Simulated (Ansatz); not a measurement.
**AlBF₂H₂O···HCl: density, localisation and related maps**

```xyz
9

B    -0.2445   -0.1701   -0.5958
Cl    1.0812   -1.2069    3.0122
F     0.3652    0.9266   -0.1257
F    -0.8110   -0.0969   -1.8169
O    -0.2822   -1.3115    0.1510
Al   -0.9901   -2.9243   -0.1982
H    -0.7660   -3.9626    0.9815
H    -1.7236   -3.1292   -1.5961
H     0.5474   -1.1380    1.8022
```

Theory: Ansatz 0.2.0, RKS PBE/cc-pVDZ.

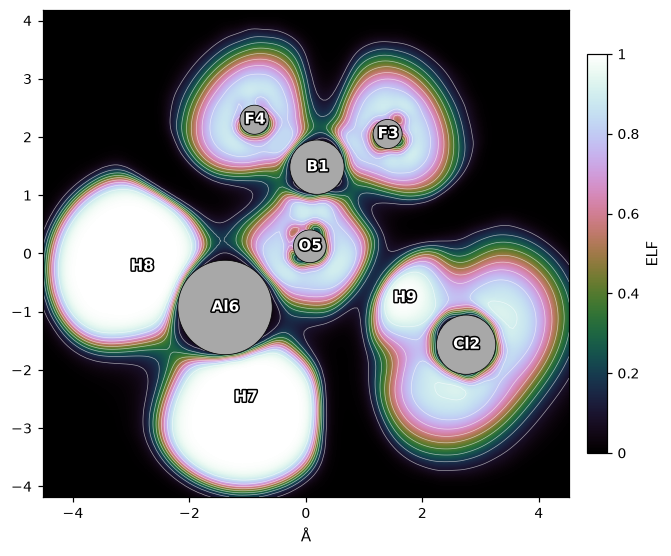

Figure 1. Electron localisation function on the molecular plane. Grey discs cover the atomic cores.

> Read the bonding off the picture.

The plane passes through B, Cl, F, O, Al and H nuclei.
O5···H9 (1.86 Å): the ELF dips to about 0.15 between them.
B–F (1.34 Å): the ELF peaks at about 0.85 between the atoms (a polar covalent bond).
B–O (1.36 Å): the ELF peaks at about 0.90 between the atoms, as expected for a short, strongly polar bond.
Al–O (1.80 Å): the ELF peaks at about 0.90 in the valence shell of O, 0.6 Å from its nucleus, and is about 0.40 at the midpoint.
Cl–H (1.32 Å): the ELF climbs to about 1 towards the hydrogen, as it does in any bond to H.
The ELF also peaks beside Cl2, F3 and F4, away from the bonds: lone-pair regions.

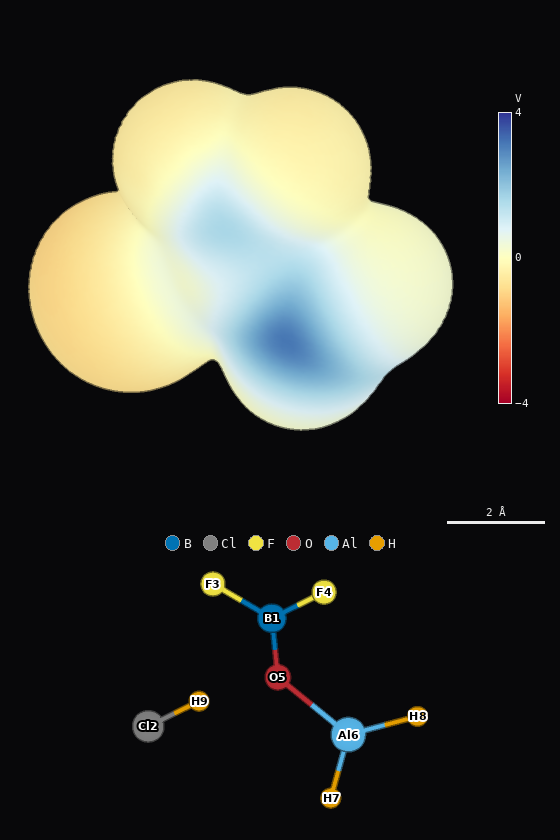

Figure 2. The electrostatic potential painted on the density surface at 0.001 e/bohr³, seen at a tilt; red is negative and blue positive. The bare structure is drawn below in the same view.

> Where is the surface potential most negative and most positive?

The most negative region (about −0.9 V) lies over Cl2, the most positive (about +3.0 V) over Al6.
